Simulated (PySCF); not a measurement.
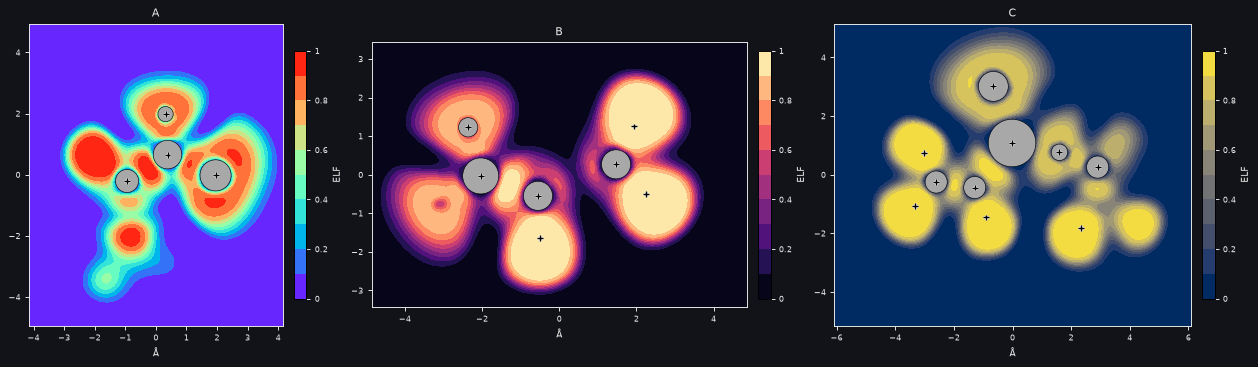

The electron localisation function of 3 systems, each on a plane through atoms (crosses mark nuclei in the plane; grey discs cover the cores).

The calculation used PySCF 2.14.0, PBE0/pcSseg-1, SCF density, gas phase, non-relativistic.

System 1: C4H8AlClO (SMILES C=[CH][Al]([Cl])[O]CC), the plane of atoms C2, Al3 and O5. Geometry: GFN2-xTB.

```xyz
15

C     3.2442    0.7807    0.2210
C     1.9224    0.6513    0.2429
Al    1.0169   -0.9444   -0.5052
Cl    2.0611   -2.4733   -1.3463
O    -0.6273   -1.0333   -0.4309
C    -2.0089   -0.8646   -0.3096
C    -2.3706    0.6024   -0.1203
H     3.7596    1.6419    0.6271
H     3.8775    0.0194   -0.2107
H     1.3336    1.4496    0.6895
H    -2.3598   -1.4494    0.5492
H    -2.4908   -1.2537   -1.2146
H    -1.9045    0.9831    0.7853
H    -3.4487    0.7162   -0.0438
H    -2.0091    1.1819   -0.9668
```

System 2: C4H7BF2 (SMILES FB(F)C1CCC1), the plane of atoms H11, C6 and H12. Geometry: GFN2-xTB.

```yaml
atoms:
  - { symbol: F, position_ang: [2.0904, -0.5768, 1.4892] }
  - { symbol: B, position_ang: [1.9620, -0.2553, 0.2164] }
  - { symbol: F, position_ang: [3.1156, -0.0974, -0.4048] }
  - { symbol: C, position_ang: [0.5648, -0.0541, -0.4762] }
  - { symbol: C, position_ang: [-0.3141, 1.1179, 0.0513] }
  - { symbol: C, position_ang: [-1.5294, 0.1840, 0.0868] }
  - { symbol: C, position_ang: [-0.5899, -1.0149, -0.0902] }
  - { symbol: H, position_ang: [0.6622, 0.0142, -1.5607] }
  - { symbol: H, position_ang: [-0.0102, 1.4494, 1.0418] }
  - { symbol: H, position_ang: [-0.3794, 1.9798, -0.6080] }
  - { symbol: H, position_ang: [-2.1941, 0.3289, -0.7623] }
  - { symbol: H, position_ang: [-2.1166, 0.1993, 1.0018] }
  - { symbol: H, position_ang: [-0.3959, -1.5360, 0.8448] }
  - { symbol: H, position_ang: [-0.8660, -1.7395, -0.8522] }
```

System 3: C4H7BClF (SMILES FB(Cl)C1CCC1), the plane of atoms F1, B2 and C4. Geometry: GFN2-xTB.

```xyz
14

F     2.5924    1.5878    0.3325
B     1.6625    0.8659   -0.2779
Cl    2.1376    0.1021   -1.7354
C     0.2268    0.7075    0.3620
C    -0.9484    0.4518   -0.6141
C    -0.9631   -1.0287   -0.2142
C    -0.0287   -0.7110    0.9584
H     0.0380    1.5067    1.0811
H    -0.7419    0.6562   -1.6621
H    -1.8507    0.9820   -0.3190
H    -0.4950   -1.6663   -0.9601
H    -1.9331   -1.4431    0.0500
H     0.8455   -1.3501    1.0616
H    -0.5426   -0.6613    1.9151
```

Question: Match each panel to its system.

Answer: Panel A is system 3, C4H7BClF: the plane holds F, B, Cl and C. B–F (1.33 Å): the ELF peaks at about 0.85 between the atoms, as expected for a shared but strongly polarised pair. Panel B is system 2, C4H7BF2: the plane holds F, B, C and H. B–F (1.32 Å): the ELF peaks at about 0.85 between the atoms, as expected for a polar covalent bond. Panel C is system 1, C4H8AlClO: the plane holds C, Al, Cl, O and H. C–C (1.33 Å): the ELF peaks at about 0.95 between the atoms; a short, multiple covalent bond.
